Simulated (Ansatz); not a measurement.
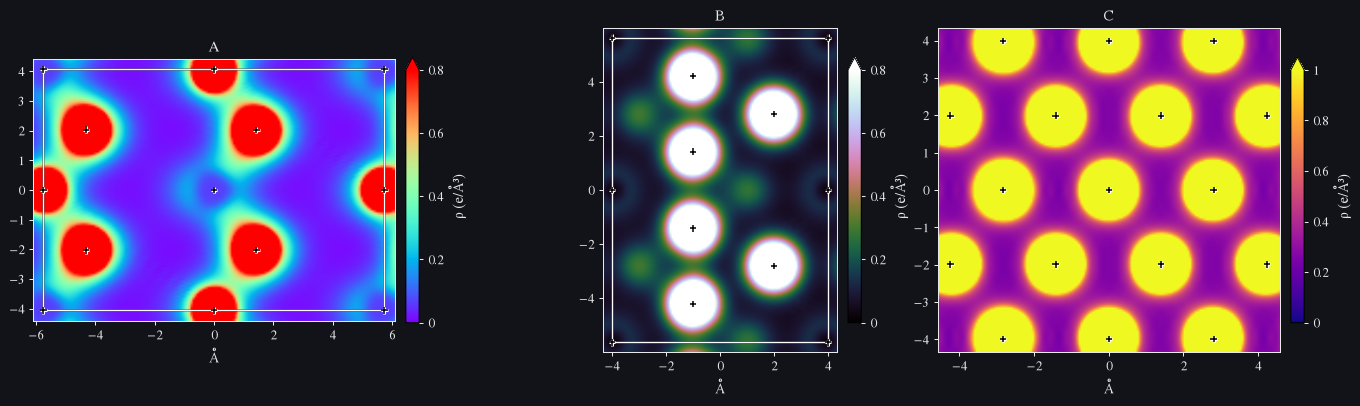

The valence pseudo-density of 3 systems, each on a plane through atoms (crosses mark nuclei in the plane).

Theory: Ansatz, DFT PBE, scalar-relativistic, plane waves, PAW.

System 1: Fe5Co, the (110) plane of the conventional cell. Space group P4/mmm; a structure generated by program, which may or may not match a known phase; changed on purpose from its base cell (volume × 0.97, shape and atoms relaxed); computed pressure about 6 GPa in this cell; spin-polarised.

System 2: AlGa3As4, the (11̄0) plane of the conventional cell. Space group I-42m; a structure generated by program, which may or may not match a known phase.

System 3: BeSe5, the (101) plane of the conventional cell. Space group F-43m; a structure generated by program, which may or may not match a known phase.

```
CELL_PARAMETERS angstrom
7.97311 0.00000 0.00000
0.00000 0.00000 -7.97311
0.00000 7.97311 0.00000
ATOMIC_POSITIONS crystal
Be 0.50000 0.50000 0.00000
Be 0.00000 0.50000 0.50000
Be 0.00000 0.00000 0.00000
Be 0.50000 0.00000 0.50000
Se 0.75000 0.75000 0.25000
Se 0.25000 0.75000 0.75000
Se 0.25000 0.25000 0.25000
Se 0.75000 0.25000 0.75000
Se 0.12589 0.62589 0.12589
Se 0.62589 0.62589 0.62589
Se 0.62589 0.12589 0.12589
Se 0.12589 0.12589 0.62589
Se 0.12589 0.87411 0.37411
Se 0.62589 0.87411 0.87411
Se 0.62589 0.37411 0.37411
Se 0.12589 0.37411 0.87411
Se 0.37411 0.62589 0.37411
Se 0.87411 0.62589 0.87411
Se 0.87411 0.12589 0.37411
Se 0.37411 0.12589 0.87411
Se 0.37411 0.87411 0.12589
Se 0.87411 0.87411 0.62589
Se 0.87411 0.37411 0.12589
Se 0.37411 0.37411 0.62589
```

Which map belongs to which system?

Answer. Panel A is system 2, AlGa3As4: the plane holds Al, Ga and As. Al–As (2.48 Å): the density is about 0.47 e/Å³ at the midpoint. Panel B is system 3, BeSe5: the plane holds Be and Se. Se–Se (2.80 Å): the density is about 0.3 e/Å³ at the midpoint. Panel C is system 1, Fe5Co: the plane holds Fe and Co. Fe–Fe (2.44 Å): ρ at the midpoint is about 0.37 e/Å³.
